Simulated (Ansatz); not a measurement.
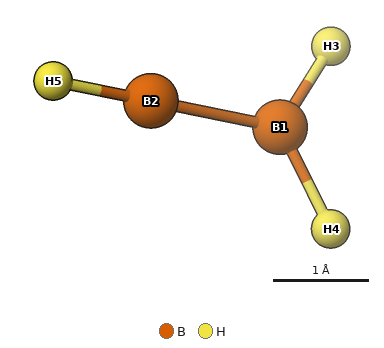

Fig. 1: The structure as given in the input (ball-and-stick view, seen at a tilt; atoms are numbered from 1 in the order of the input). Bond lengths as drawn: B–B 1.56 Å and B–H 1.18 to 1.20 Å.

# Run report: B2H3, single-point calculation

System: B2H3, multiplicity 2.
Method: UKS r2SCAN-D4/def2-TZVPP (Ansatz 0.2.0).

The geometry comes from this level: PBE0-D4/def2-TZVP.

Input:
```yaml
crystal:
  periodic: [false, false, false]
  atoms:
    - {symbol: B, position_ang: [-0.262268, -0.876289, 0.778887]}
    - {symbol: B, position_ang: [0.395716, 0.390633, 0.145018]}
    - {symbol: H, position_ang: [-0.159986, -1.949469, 0.253468]}
    - {symbol: H, position_ang: [-0.881541, -0.796474, 1.802887]}
    - {symbol: H, position_ang: [0.893335, 1.349876, -0.333951]}
basis:
  gaussian: {orbitals: def2-TZVPP}
magnetization: {spin_polarized: true, initial_magnetization: 1}
hamiltonian: {xc: r2scan, dispersion: d4}
```

Run as:
```bash
ansatz run in.yaml --threads 2 --pin off --events-out ev --progress --plain --max-ram 4352MiB
```

The program's output:
```
Functional definition: r2SCAN
  name "r2SCAN"
  cite "Furness, Kaplan, Ning, Perdew & Sun, J. Phys. Chem. Lett. 11, 8208 (2020) doi:10.1021/acs.jpclett.0c02405"
  cite "Furness, Kaplan, Ning, Perdew & Sun, J. Phys. Chem. Lett. 11, 9248 (2020) doi:10.1021/acs.jpclett.0c03077"
  parent r2scan
  parameter k0 = 0.174
  parameter k1 = 0.065
  parameter a1 = 4.9479
  exchange = r2scan_x(k0 = k0, k1 = k1, a1 = a1)
  correlation = r2scan_c
515 factors; their error is unknown
mean field evaluation 1: about -1394.7841 eV, gradient 2.1e1 eV
mean field evaluation 2: about -1394.1574 eV, gradient 2.2e1 eV
mean field evaluation 4: about -1397.7556 eV, gradient 1.6e0 eV
mean field evaluation 8: about -1397.7636 eV, gradient 3.4e-2 eV
mean field -1397.76359655 eV, -51.3668647352 hartree, gradient 7.4e-5 eV, S^2 0.756134; 0 other end points of the search recorded, 0 dependent functions left out
reference -1397.76361266 eV, -51.3668653270 hartree; 7, 6 occupied and 97, 98 virtual orbitals, 515 factors
Total energy: -1397.77352262 eV, -51.3672295114 hartree
```

Key numbers:

- outcome: converged
- total energy: −1397.7735 eV
- mean-field energy: −1397.7636 eV
- dispersion energy: −0.0099 eV
- ⟨S²⟩: 0.756
- SCF solution under orbital rotations: stable
- hardware: 2 threads of Intel Xeon @ 2.50GHz, 11 GiB of memory available, shared host
- wall time: 2.4 s (CPU time 4.2 s)
- peak memory: 0.2 GiB
